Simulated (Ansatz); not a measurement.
**AsH₃OZn + H₂S: a complex and its separated parts**

The complex below is one end of an elementary step. How strongly is it bound against its free parts?

The runs use Ansatz 0.2.0, Gaussian basis; PBE0-D4/def2-TZVP structures, single points in def2-TZVPP, no counterpoise correction.

Levels: SPW92, PBE-D4, BLYP-D4, r2SCAN-D4, B97M-V, PBE0-D4, B3LYP-D4, r2SCAN0-D4, BHLYP-D4, CAM-B3LYP-D4, wB97X-V, wB97M-V, B2PLYP, PBE-QIDH, RPA on PBE, Hartree-Fock, MP2, CCSD, CCSD(T).

Cores are frozen in the correlated methods. The 3s and 3p shells of Cu and Zn are frozen; filled d shells are correlated. B3LYP uses VWN-RPA correlation. B2PLYP carries no dispersion term here.

94 further runs of the same task are left out: 94 set aside as unsound or not needed. Runs told in other sessions of the task aren't counted.

### Step 1. The system as given

The complex: 9 atoms, charge 0, spin multiplicity 1.

Atoms are counted from 1 here; the program's logs count them from 0.

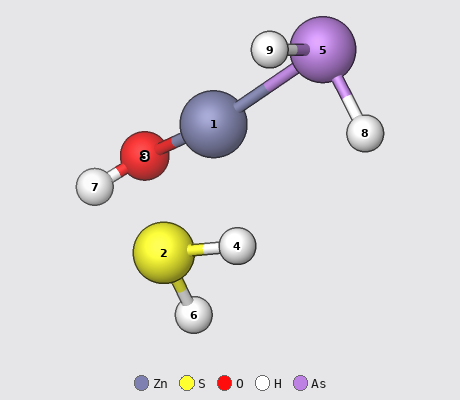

Start geometry, drawn with zinc blue, sulfur yellow, oxygen red, hydrogen white, arsenic purple; atoms are numbered from 1 in the order of the file.

Geometry (Å):

```
Zn   -1.0780    0.2368   -0.3115
S     1.6644   -0.4016   -0.7824
O    -1.4054    1.0214   -1.9003
H     1.9247   -0.4490    0.5334
As   -1.4351   -0.4823    1.9280
H     1.9996    0.8955   -0.8717
H    -0.8383    0.7514   -2.6233
H    -0.1497    0.2094    2.3789
H    -0.6823   -1.7815    1.6490
```

Its parts: AsH₃OZn holds atoms 1, 3, 5, 7, 8, 9; H₂S holds atoms 2, 4, 6. Each part counts its atoms afresh in its own runs.

### Step 2. Relaxing AsH₃OZn alone

Input file relax-a/in.yaml:

```yaml
crystal:
  periodic: [false, false, false]
  atoms:
    - {symbol: Zn, position_ang: [-1.078009, 0.236787, -0.311547]}
    - {symbol: O, position_ang: [-1.405433, 1.021418, -1.900313]}
    - {symbol: As, position_ang: [-1.435061, -0.482306, 1.927969]}
    - {symbol: H, position_ang: [-0.838287, 0.751352, -2.623277]}
    - {symbol: H, position_ang: [-0.149654, 0.209419, 2.378920]}
    - {symbol: H, position_ang: [-0.682264, -1.781484, 1.648953]}
basis:
  gaussian: {orbitals: def2-TZVP}
hamiltonian: {xc: pbe0, dispersion: d4}
relax: {f_tol: 0.005, max_steps: 200}
```

Command:

```console
$ ansatz run in.yaml --threads 8 --pin off --events-out ev --progress --plain --max-ram 19148MiB
```

Output (excerpt; [...] marks lines left out):

```text
Functional definition: PBE0
  name "PBE0"
  cite "Adamo & Barone, J. Chem. Phys. 110, 6158 (1999) doi:10.1063/1.478522"
  cite "Perdew, Burke & Ernzerhof, Phys. Rev. Lett. 77, 3865 (1996) doi:10.1103/PhysRevLett.77.3865"
  parent pbe
[...]
1247 factors; their error is unknown
[...]
mean field -111342.46581970 eV, -4091.7601482399 hartree, gradient 6.7e-5 eV, S^2 0.000000; 0 other end points of the search recorded, 0 dependent functions left out
[...]
reference -111342.46585110 eV, -4091.7601493939 hartree; 37, 37 occupied and 108, 108 virtual orbitals, 1247 factors
[...]
reference -111342.52633527 eV, -4091.7623721463 hartree; 37, 37 occupied and 108, 108 virtual orbitals, 1247 factors
Total energy: -111342.60916865 eV, -4091.7654162167 hartree
Atom 0 at    -1.329798     0.274482    -0.262500 Å, force     0.000695     0.000946    -0.002324 eV/Å
Atom 1 at    -1.438984     0.882041    -1.936553 Å, force    -0.000170    -0.000585     0.001713 eV/Å
Atom 2 at    -1.401410    -0.466124     1.971677 Å, force    -0.000436    -0.000670     0.000766 eV/Å
Atom 3 at    -0.646311     0.810868    -2.470603 Å, force    -0.000070    -0.000125     0.000169 eV/Å
Atom 4 at    -0.065959     0.217305     2.247928 Å, force     0.000211     0.000538    -0.000155 eV/Å
Atom 5 at    -0.706245    -1.763387     1.570756 Å, force    -0.000231    -0.000104    -0.000170 eV/Å
Dipole moment:     0.315100    -0.133003     0.093228 e Å
```

It took 41 s on 8 threads of Intel Xeon at 2.50GHz, shared host; peak memory 0.52 GiB.

Relaxation path:

| step | energy from step 1 (eV) | largest force component (eV/Å) |
| --- | --- | --- |
| 1 | 0.0000 | 0.4792 |
| 2 | -0.0327 | 0.3549 |
| 3 | -0.0467 | 0.2548 |
| 4 | -0.0565 | 0.2759 |
| 5 | -0.0602 | 0.0494 |
| 6 | -0.0605 | 0.0052 |
| 7 | -0.0605 | 0.0187 |
| 8 | -0.0606 | 0.0038 |
| 9 | -0.0606 | 0.0100 |
| 10 | -0.0606 | 0.0211 |
| 11 | -0.0606 | 0.0023 |

Close pairs (by a distance rule), those that changed most:

| bond | before (Å) | after (Å) | change (Å) |
| --- | --- | --- | --- |
| Zn1–As3 | 2.379 | 2.355 | -0.024 |
| Zn1–O2 | 1.802 | 1.784 | -0.018 |
| As3–H5 | 1.528 | 1.525 | -0.002 |
| As3–H6 | 1.527 | 1.525 | -0.002 |
| O2–H4 | 0.958 | 0.958 | +0.001 |

### Step 3. Relaxing H₂S alone

Input file relax-b/in.yaml:

```yaml
crystal:
  periodic: [false, false, false]
  atoms:
    - {symbol: S, position_ang: [1.664361, -0.401613, -0.782430]}
    - {symbol: H, position_ang: [1.924722, -0.449014, 0.533379]}
    - {symbol: H, position_ang: [1.999625, 0.895541, -0.871655]}
basis:
  gaussian: {orbitals: def2-TZVP}
hamiltonian: {xc: pbe0, dispersion: d4}
relax: {f_tol: 0.005, max_steps: 200}
```

Command:

```console
$ ansatz run in.yaml --threads 8 --pin off --events-out ev --progress --plain --max-ram 19148MiB
```

Output (excerpt; [...] marks lines left out):

```text
[... 5 set-up lines as earlier in the session ...]
[...]
359 factors; their error is unknown
[...]
mean field -10864.45016560 eV, -399.2611793971 hartree, gradient 7.3e-5 eV, S^2 0.000000; 0 other end points of the search recorded, 0 dependent functions left out
[...]
reference -10864.45047967 eV, -399.2611909389 hartree; 9, 9 occupied and 40, 40 virtual orbitals, 359 factors
Total energy: -10864.46265919 eV, -399.2616385279 hartree
Atom 0 at     1.663444    -0.403409    -0.784484 Å, force    -0.000006    -0.000012    -0.000013 eV/Å
Atom 1 at     1.925429    -0.444159     0.530409 Å, force     0.000003    -0.000003     0.000017 eV/Å
Atom 2 at     1.999834     0.892482    -0.866630 Å, force     0.000003     0.000015    -0.000004 eV/Å
Dipole moment:     0.077935     0.163475     0.160558 e Å
```

Run time: 1.8 s. Hardware: 8 threads of Intel Xeon at 2.50GHz, shared host; peak memory 0.52 GiB.

Step by step:

| step | energy from step 1 (eV) | largest force component (eV/Å) |
| --- | --- | --- |
| 1 | 0.0000 | 0.0396 |
| 2 | -0.0003 | 0.0172 |
| 3 | -0.0003 | 0.0051 |
| 4 | -0.0003 | 0.0000 |

Distances of close pairs at the start and the end, largest changes first:

| bond | before (Å) | after (Å) | change (Å) |
| --- | --- | --- | --- |
| S1–H3 | 1.343 | 1.341 | -0.001 |
| S1–H2 | 1.342 | 1.341 | -0.001 |

### Step 4. SPW92/def2-TZVPP

Input file parta/in.yaml:

```yaml
crystal:
  periodic: [false, false, false]
  atoms:
    - {symbol: Zn, position_ang: [-1.329798, 0.274482, -0.262500]}
    - {symbol: O, position_ang: [-1.438984, 0.882041, -1.936553]}
    - {symbol: As, position_ang: [-1.401410, -0.466124, 1.971677]}
    - {symbol: H, position_ang: [-0.646311, 0.810868, -2.470603]}
    - {symbol: H, position_ang: [-0.065959, 0.217305, 2.247928]}
    - {symbol: H, position_ang: [-0.706245, -1.763387, 1.570756]}
basis:
  gaussian: {orbitals: def2-TZVPP}
hamiltonian: {xc: lda}
```

Input file partb/in.yaml:

```yaml
crystal:
  periodic: [false, false, false]
  atoms:
    - {symbol: S, position_ang: [1.663444, -0.403409, -0.784484]}
    - {symbol: H, position_ang: [1.925429, -0.444159, 0.530409]}
    - {symbol: H, position_ang: [1.999834, 0.892482, -0.866630]}
basis:
  gaussian: {orbitals: def2-TZVPP}
hamiltonian: {xc: lda}
```

One command serves all of them, each in its own folder.

Command:

```console
$ ansatz run in.yaml --threads 8 --pin off --events-out ev --progress --plain --max-ram 19148MiB
```

Log of parta (excerpt; [...] marks lines left out):

```text
Functional definition: SPW92
  name "SPW92"
  cite "Dirac, Proc. Camb. Phil. Soc. 26, 376 (1930) doi:10.1017/S0305004100016108"
  cite "Slater, Phys. Rev. 81, 385 (1951) doi:10.1103/PhysRev.81.385"
  cite "Perdew & Wang, Phys. Rev. B 45, 13244 (1992) doi:10.1103/PhysRevB.45.13244"
[...]
1200 factors; their error is unknown
[...]
mean field -111175.79133957 eV, -4085.6349740714 hartree, gradient 2.1e-5 eV, S^2 0.000000; 0 other end points of the search recorded, 0 dependent functions left out
reference -111175.79138054 eV, -4085.6349755769 hartree; 37, 37 occupied and 148, 148 virtual orbitals, 1200 factors
Total energy: -111175.79138054 eV, -4085.6349755769 hartree
```

partb printed (excerpt; [...] marks lines left out):

```text
[... 5 set-up lines as earlier in the session ...]
[...]
402 factors; their error is unknown
[...]
mean field -10830.30345167 eV, -398.0063108054 hartree, gradient 1.5e-5 eV, S^2 0.000000; 0 other end points of the search recorded, 0 dependent functions left out
reference -10830.30347251 eV, -398.0063115714 hartree; 9, 9 occupied and 61, 61 virtual orbitals, 402 factors
Total energy: -10830.30347251 eV, -398.0063115714 hartree
```

Times: 2 s (parta), 0.41 s (partb) on 8 threads of Intel Xeon at 2.50GHz, shared host; peak memory 0.52 GiB.

### Step 5. PBE-D4/def2-TZVPP

Each input of step 4 (parta, partb) changes in the same lines:

```diff
-hamiltonian: {xc: lda}
+hamiltonian: {xc: pbe, dispersion: d4}
```

One command serves all of them, each in its own folder.

Command:

```console
$ ansatz run in.yaml --threads 8 --pin off --events-out ev --progress --plain --max-ram 19148MiB
```

Log of parta (excerpt; [...] marks lines left out):

```text
Functional definition: PBE
  name "PBE"
[... 2 set-up lines as earlier in the session ...]
[...]
1200 factors; their error is unknown
[...]
mean field -111340.41462662 eV, -4091.6847682848 hartree, gradient 3.5e-5 eV, S^2 0.000000; 0 other end points of the search recorded, 0 dependent functions left out
reference -111340.41467024 eV, -4091.6847698877 hartree; 37, 37 occupied and 148, 148 virtual orbitals, 1200 factors
Total energy: -111340.51235534 eV, -4091.6883597488 hartree
```

Output in partb (excerpt; [...] marks lines left out):

```text
[... 4 set-up lines as earlier in the session ...]
[...]
402 factors; their error is unknown
[...]
mean field -10863.54269348 eV, -399.2278304117 hartree, gradient 3.3e-5 eV, S^2 0.000000; 0 other end points of the search recorded, 0 dependent functions left out
reference -10863.54271573 eV, -399.2278312294 hartree; 9, 9 occupied and 61, 61 virtual orbitals, 402 factors
Total energy: -10863.55775252 eV, -399.2283838210 hartree
```

Wall times: 2.4 s (parta), 0.41 s (partb) on 8 threads of Intel Xeon at 2.50GHz, shared host; peak memory 0.52 GiB.

### Step 6. BLYP-D4/def2-TZVPP

Each input of step 5 (parta, partb) changes in the same lines:

```diff
-hamiltonian: {xc: pbe, dispersion: d4}
+hamiltonian: {xc: {name: BLYP}, dispersion: d4}
```

The same command starts each run, in its folder.

Command:

```console
$ ansatz run in.yaml --threads 8 --pin off --events-out ev --progress --plain --max-ram 19148MiB
```

Output in parta (excerpt; [...] marks lines left out):

```text
Functional definition: BLYP
  name "BLYP"
  cite "Becke, Phys. Rev. A 38, 3098 (1988) doi:10.1103/PhysRevA.38.3098"
  cite "Lee, Yang & Parr, Phys. Rev. B 37, 785 (1988) doi:10.1103/PhysRevB.37.785"
[...]
1200 factors; their error is unknown
[...]
mean field -111362.31876691 eV, -4092.4897305933 hartree, gradient 5.3e-5 eV, S^2 0.000000; 0 other end points of the search recorded, 0 dependent functions left out
reference -111362.31910099 eV, -4092.4897428705 hartree; 37, 37 occupied and 148, 148 virtual orbitals, 1200 factors
Total energy: -111362.53063368 eV, -4092.4975165533 hartree
```

Output in partb (excerpt; [...] marks lines left out):

```text
[... 4 set-up lines as earlier in the session ...]
[...]
402 factors; their error is unknown
[...]
mean field -10868.21006441 eV, -399.3993531296 hartree, gradient 2.3e-5 eV, S^2 0.000000; 0 other end points of the search recorded, 0 dependent functions left out
reference -10868.21027827 eV, -399.3993609889 hartree; 9, 9 occupied and 61, 61 virtual orbitals, 402 factors
Total energy: -10868.24597035 eV, -399.4006726487 hartree
```

Times: 2.1 s (parta), 0.45 s (partb) on 8 threads of Intel Xeon at 2.50GHz, shared host; peak memory 0.52 GiB.

### Step 7. r2SCAN-D4/def2-TZVPP

Each input of step 6 (parta, partb) changes in the same lines:

```diff
-hamiltonian: {xc: {name: BLYP}, dispersion: d4}
+hamiltonian: {xc: r2scan, dispersion: d4}
```

One command serves all of them, each in its own folder.

Command:

```console
$ ansatz run in.yaml --threads 8 --pin off --events-out ev --progress --plain --max-ram 19148MiB
```

parta printed (excerpt; [...] marks lines left out):

```text
Functional definition: r2SCAN
  name "r2SCAN"
  cite "Furness, Kaplan, Ning, Perdew & Sun, J. Phys. Chem. Lett. 11, 8208 (2020) doi:10.1021/acs.jpclett.0c02405"
  cite "Furness, Kaplan, Ning, Perdew & Sun, J. Phys. Chem. Lett. 11, 9248 (2020) doi:10.1021/acs.jpclett.0c03077"
  parent r2scan
[...]
1200 factors; their error is unknown
[...]
mean field -111357.40045445 eV, -4092.3089859442 hartree, gradient 5.4e-5 eV, S^2 0.000000; 0 other end points of the search recorded, 0 dependent functions left out
reference -111357.40046744 eV, -4092.3089864214 hartree; 37, 37 occupied and 148, 148 virtual orbitals, 1200 factors
Total energy: -111357.42291745 eV, -4092.3098114441 hartree
```

partb printed (excerpt; [...] marks lines left out):

```text
[... 5 set-up lines as earlier in the session ...]
[...]
402 factors; their error is unknown
[...]
mean field -10867.52470665 eV, -399.3741666965 hartree, gradient 2.2e-5 eV, S^2 0.000000; 0 other end points of the search recorded, 0 dependent functions left out
reference -10867.52471334 eV, -399.3741669425 hartree; 9, 9 occupied and 61, 61 virtual orbitals, 402 factors
Total energy: -10867.52806162 eV, -399.3742899893 hartree
```

Wall times: 3.5 s (parta), 0.91 s (partb) on 8 threads of Intel Xeon at 2.50GHz, shared host; peak memory 0.52 GiB.

### Step 8. B97M-V/def2-TZVPP

The same edit goes into each in.yaml of step 7 (parta, partb):

```diff
-hamiltonian: {xc: r2scan, dispersion: d4}
+hamiltonian: {xc: {name: B97M-V}}
```

The same command starts each run, in its folder.

Command:

```console
$ ansatz run in.yaml --threads 8 --pin off --events-out ev --progress --plain --max-ram 19148MiB
```

Log of parta (excerpt; [...] marks lines left out):

```text
Functional definition: B97M-V
  name "B97M-V"
  cite "Mardirossian & Head-Gordon, J. Chem. Phys. 142, 074111 (2015) doi:10.1063/1.4907719"
  cite "Becke, J. Chem. Phys. 107, 8554 (1997) doi:10.1063/1.475007"
  cite "Vydrov & Van Voorhis, J. Chem. Phys. 133, 244103 (2010) doi:10.1063/1.3521275"
  # Of w^i u^j: cxij and so on, Table III.
[...]
  gx(w, u) = cx00 + cx01*u + cx02*u^2 + (cx10 + cx11*u)*w
[...]
      + integral(e_c_pw_mod_opposite_spin*gos(b97_w_opposite, b97_u_opposite)) + vv10(b, c)
1200 factors; their error is unknown
[...]
mean field -111337.37436118 eV, -4091.5730405906 hartree, gradient 3.2e-5 eV, S^2 0.000000; 0 other end points of the search recorded, 0 dependent functions left out
reference -111337.37442280 eV, -4091.5730428551 hartree; 37, 37 occupied and 148, 148 virtual orbitals, 1200 factors
Total energy: -111337.37442280 eV, -4091.5730428551 hartree
```

Output in partb (excerpt; [...] marks lines left out):

```text
[... 5 set-up lines as earlier in the session ...]
  # Of w^i u^j: cxij and so on, Table III.
[...]
  gx(w, u) = cx00 + cx01*u + cx02*u^2 + (cx10 + cx11*u)*w
[...]
  gos(w, u) = cos00 + cos01*u + cos03*u^3 + cos10*w + cos32*w^3*u^2
[...]
      + integral(e_c_pw_mod_opposite_spin*gos(b97_w_opposite, b97_u_opposite)) + vv10(b, c)
402 factors; their error is unknown
[...]
mean field -10865.55701476 eV, -399.3018553535 hartree, gradient 2.2e-5 eV, S^2 0.000000; 0 other end points of the search recorded, 0 dependent functions left out
reference -10865.55704941 eV, -399.3018566269 hartree; 9, 9 occupied and 61, 61 virtual orbitals, 402 factors
Total energy: -10865.55704941 eV, -399.3018566269 hartree
```

They took 5.5 s (parta), 0.96 s (partb) on 8 threads of Intel Xeon at 2.50GHz, shared host; peak memory 0.52 GiB.

[end of part 1 of 3]
